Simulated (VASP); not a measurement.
Band structure of Be (hcp). Method: PW91 GGA, VASP's PBE PAW potentials (set 64) (plane waves; VASP).

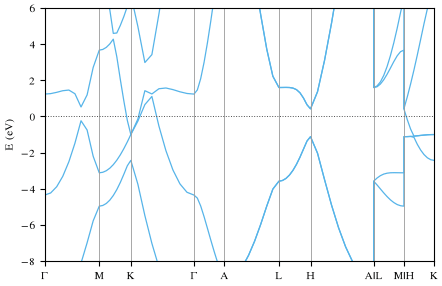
Figure: Bands along high-symmetry lines, zero at the valence-band maximum or, without a gap, the Fermi level

### Question
Read the plot: is there a gap, and where are the band edges?

### Answer
It has no gap at this level: it comes out as a metal or semimetal. (Edges off the drawn lines would not show.)

The compound is Be in the hcp structure. It was relaxed first.
